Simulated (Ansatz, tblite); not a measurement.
**Ga(IMe)F3 (C₅H₈F₃GaN₂): charged states by level of theory**

Aim: the energy of removing an electron for Ga(IMe)F3 (C₅H₈F₃GaN₂), by energy differences, and how well orbital energies stand in for it.

The runs use Ansatz 0.2.0, Gaussian basis; as each input shows.

The runs, in order: charge +1 doublet, at the geometry of the singlet (PBE0-D4/def2-TZVP, PBE-D4/def2-TZVP, B97M-V/def2-TZVP); the starting singlet's energies come from earlier runs.

2 further runs of the same task are left out: 2 set aside as unsound or not needed. Runs told in other sessions of the task aren't counted.

### 1 The geometry

The geometry is that of the singlet, from an earlier relaxation (PBE-D4/def2-SVP).

19 atoms, charge 0, spin multiplicity 1.

Atoms are counted from 1 here; the program's logs count them from 0.

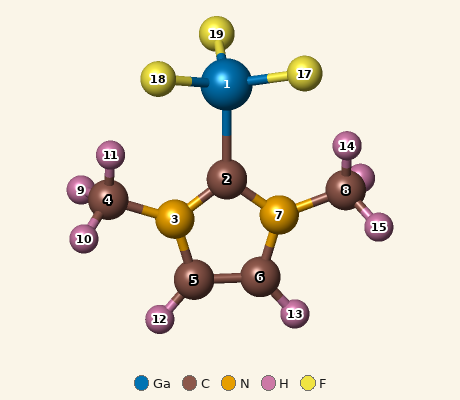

The geometry (gallium blue, carbon brown, nitrogen amber, hydrogen pink, fluorine yellow); atoms are numbered from 1 in the order of the file.

Geometry (Å):

```
Ga   -0.00756   -0.01106   -2.25895
C     0.00636    0.00149   -0.22179
N    -0.24939    1.05775    0.59207
C    -0.55816    2.40272    0.10770
C    -0.17906    0.67092    1.91930
C     0.13473   -0.66711    1.92372
N     0.24497   -1.05334    0.59901
C     0.56659   -2.39861    0.12435
H    -1.64620    2.59673    0.18507
H    -0.00716    3.14715    0.71269
H    -0.23406    2.46493   -0.95161
H    -0.34397    1.37016    2.74460
H     0.29641   -1.36145    2.75378
H     0.89379   -2.31681   -0.93260
H     1.38489   -2.81921    0.73843
H    -0.32406   -3.05338    0.19731
F     1.18805   -1.28923   -2.69013
F     0.48011    1.66600   -2.70470
F    -1.64628   -0.40763   -2.83824
```

### 2 Charge +1 doublet at the fixed geometry, PBE0-D4/def2-TZVP

in.yaml

```yaml
crystal:
  periodic: [false, false, false]
  atoms:
    - {symbol: Ga, position_ang: [-0.007565, -0.011056, -2.258952]}
    - {symbol: C, position_ang: [0.006356, 0.001486, -0.221785]}
    - {symbol: N, position_ang: [-0.249389, 1.057754, 0.592069]}
    - {symbol: C, position_ang: [-0.558158, 2.402720, 0.107702]}
    - {symbol: C, position_ang: [-0.179060, 0.670919, 1.919300]}
    - {symbol: C, position_ang: [0.134727, -0.667111, 1.923725]}
    - {symbol: N, position_ang: [0.244971, -1.053341, 0.599015]}
    - {symbol: C, position_ang: [0.566593, -2.398612, 0.124351]}
    - {symbol: H, position_ang: [-1.646202, 2.596727, 0.185069]}
    - {symbol: H, position_ang: [-0.007162, 3.147151, 0.712693]}
    - {symbol: H, position_ang: [-0.234059, 2.464927, -0.951605]}
    - {symbol: H, position_ang: [-0.343966, 1.370155, 2.744598]}
    - {symbol: H, position_ang: [0.296413, -1.361448, 2.753780]}
    - {symbol: H, position_ang: [0.893786, -2.316810, -0.932597]}
    - {symbol: H, position_ang: [1.384892, -2.819211, 0.738432]}
    - {symbol: H, position_ang: [-0.324065, -3.053376, 0.197305]}
    - {symbol: F, position_ang: [1.188046, -1.289235, -2.690133]}
    - {symbol: F, position_ang: [0.480114, 1.665999, -2.704704]}
    - {symbol: F, position_ang: [-1.646283, -0.407629, -2.838243]}
basis:
  gaussian: {orbitals: def2-TZVP}
total_charge: 1
magnetization: {spin_polarized: true, initial_magnetization: 1}
hamiltonian: {xc: pbe0, dispersion: d4}
scf: {omitted_lower_state_checks: [starts]}
output: {orbitals: {seedname: orbitals}}
```

Started as:

```console
> ansatz run in.yaml --threads 4 --pin off --events-out ev --progress --plain --max-ram 6963MiB
```

What it wrote:

```text
Functional definition: PBE0
  name "PBE0"
  cite "Adamo & Barone, J. Chem. Phys. 110, 6158 (1999) doi:10.1063/1.478522"
  cite "Perdew, Burke & Ernzerhof, Phys. Rev. Lett. 77, 3865 (1996) doi:10.1103/PhysRevLett.77.3865"
  parent pbe
  parameter a = 0.25
  parameter kappa = 0.804
  parameter beta = 0.06672455060314922
  exchange = (1 - a)*pbe_x(kappa = kappa, mu = beta*pi^2/3) + a*exact_x
  correlation = pbe_c(beta = beta)
these checks for a lower state are left out or cut short: starts
2443 factors; their error is unknown
the host lacks memory for fits, so the integrals are decomposed
2745 factors; integrals over basis functions are off by at most 1.2e-3 eV
mean field evaluation 1: about -68783.0618 eV, gradient 7.3e1 eV
mean field evaluation 2: about -68743.9739 eV, gradient 1.3e2 eV
mean field evaluation 4: about -68800.2249 eV, gradient 5.8e0 eV
mean field evaluation 8: about -68800.4893 eV, gradient 1.1e0 eV
mean field evaluation 16: about -68800.4948 eV, gradient 1.7e-2 eV
mean field evaluation 32: about -68800.4948 eV, gradient 6.4e-5 eV
mean field -68800.49478999 eV, -2528.3715488819 hartree, gradient 2.2e-5 eV, S^2 0.762962; 0 other end points of the search recorded, 0 dependent functions left out
reference -68800.49482993 eV, -2528.3715503494 hartree; 55, 54 occupied and 351, 352 virtual orbitals, 2745 factors
Total energy: -68800.95855572 eV, -2528.3885919581 hartree
Checks for a lower state left out: starts
```

It took 15 s on 4 threads of AMD EPYC 9R45, shared host; peak memory 2.7 GiB.

From the report: HOMO -13.35 eV, LUMO -11.88 eV (over both spins); ⟨S²⟩ 0.763 (pure: 0.75).

### 3 Charge +1 doublet at the fixed geometry, PBE-D4/def2-TZVP

start.molden holds the orbitals of an earlier run on this state, given as this run's starting guess.

in.yaml, as its differences from that of step 2:

```diff
@@ -23,6 +23,6 @@
 basis:
-  gaussian: {orbitals: def2-TZVP}
+  gaussian: {orbitals: def2-TZVP, initial_orbitals: start.molden}
 total_charge: 1
 magnetization: {spin_polarized: true, initial_magnetization: 1}
-hamiltonian: {xc: pbe0, dispersion: d4}
+hamiltonian: {xc: pbe, dispersion: d4}
 scf: {omitted_lower_state_checks: [starts]}
```

Launched as before.

What it wrote:

```text
Functional definition: PBE
  name "PBE"
  cite "Perdew, Burke & Ernzerhof, Phys. Rev. Lett. 77, 3865 (1996) doi:10.1103/PhysRevLett.77.3865"
  parent pbe
  parameter kappa = 0.804
  parameter beta = 0.06672455060314922
  exchange = pbe_x(kappa = kappa, mu = beta*pi^2/3)
  correlation = pbe_c(beta = beta)
these checks for a lower state are left out or cut short: starts
2398 factors; their error is unknown
mean field evaluation 1: about -68798.7606 eV, gradient 1.2e1 eV
mean field evaluation 2: about -68799.1221 eV, gradient 5.9e0 eV
mean field evaluation 4: about -68799.2480 eV, gradient 6.2e-1 eV
mean field evaluation 8: about -68799.2628 eV, gradient 1.3e-3 eV
mean field evaluation 16: about -68799.2628 eV, gradient 4.0e-5 eV
mean field -68799.26281557 eV, -2528.3262746569 hartree, gradient 2.4e-6 eV, S^2 0.753621; 0 other end points of the search recorded, 0 dependent functions left out
reference -68799.26286855 eV, -2528.3262766038 hartree; 55, 54 occupied and 351, 352 virtual orbitals, 2398 factors
Total energy: -68799.80311072 eV, -2528.3461301376 hartree
Checks for a lower state left out: starts
```

It took 14 s on 4 threads of AMD EPYC 9R45, shared host; peak memory 2.5 GiB.

Report: HOMO -12.22 eV, LUMO -12.18 eV (over both spins); ⟨S²⟩ 0.754 (pure: 0.75).

### 4 Charge +1 doublet at the fixed geometry, B97M-V/def2-TZVP

in.yaml, as its differences from that of step 3:

```diff
@@ -26,3 +26,3 @@
 magnetization: {spin_polarized: true, initial_magnetization: 1}
-hamiltonian: {xc: pbe, dispersion: d4}
+hamiltonian: {xc: {name: B97M-V}}
 scf: {omitted_lower_state_checks: [starts]}
```

Launched as before.

What it wrote, shortened:

```text
Functional definition: B97M-V
  name "B97M-V"
  cite "Mardirossian & Head-Gordon, J. Chem. Phys. 142, 074111 (2015) doi:10.1063/1.4907719"
  cite "Becke, J. Chem. Phys. 107, 8554 (1997) doi:10.1063/1.475007"
  cite "Vydrov & Van Voorhis, J. Chem. Phys. 133, 244103 (2010) doi:10.1063/1.3521275"
  # Of w^i u^j: cxij and so on, Table III.
[...]
  gx(w, u) = cx00 + cx01*u + cx02*u^2 + (cx10 + cx11*u)*w
  gss(w, u) = css00 + css02*u^2 + css10*w + (css32*w^3 + css42*w^4)*u^2
  gos(w, u) = cos00 + cos01*u + cos03*u^3 + cos10*w + cos32*w^3*u^2
[...]
      + integral(e_c_pw_mod_opposite_spin*gos(b97_w_opposite, b97_u_opposite)) + vv10(b, c)
[...]
2398 factors; their error is unknown
[...]
mean field -68811.69247540 eV, -2528.7830562306 hartree, gradient 2.4e-6 eV, S^2 0.758876; 0 other end points of the search recorded, 0 dependent functions left out
reference -68811.69255479 eV, -2528.7830591481 hartree; 55, 54 occupied and 351, 352 virtual orbitals, 2398 factors
Total energy: -68811.69255479 eV, -2528.7830591481 hartree
Checks for a lower state left out: starts
```

It took 51 s on 4 threads of AMD EPYC 9R45, shared host; peak memory 3 GiB.

Report: HOMO -12.45 eV, LUMO -12.28 eV (over both spins); ⟨S²⟩ 0.759 (pure: 0.75).

### 5 Vertical ionisation energy

Charged state less starting state, singlet to doublet; the starting state's energies are those of its earlier runs.

| level | vertical ionisation energy (eV) | time |
| --- | --- | --- |
| PBE-D4/def2-TZVP | +9.72 | 16 s |
| B97M-V/def2-TZVP | +9.84 | 59 s |
| PBE0-D4/def2-TZVP | +10.08 | 23 s |

Times add the two runs; a level without a time comes out of a correlated run.

Beside −ε(HOMO) of the starting state:

| level | −ε(HOMO) (eV) | by difference (eV) | mismatch (eV) |
| --- | --- | --- | --- |
| PBE-D4/def2-TZVP | 7.10 | 9.72 | -2.62 |
| B97M-V/def2-TZVP | 7.27 | 9.84 | -2.57 |
| PBE0-D4/def2-TZVP | 8.19 | 10.08 | -1.89 |

### 6 Results

| quantity | value |
| --- | --- |
| vertical ionisation energy, functionals in def2-TZVP | 9.72 (PBE-D4) to 10.08 eV (PBE0-D4) |

In words: The vertical ionisation energy spans 9.72 to 10.08 eV over the functionals. −ε(HOMO) misses the level's own difference by -1.89 eV at best (PBE0-D4) and -2.62 eV at worst (PBE-D4).
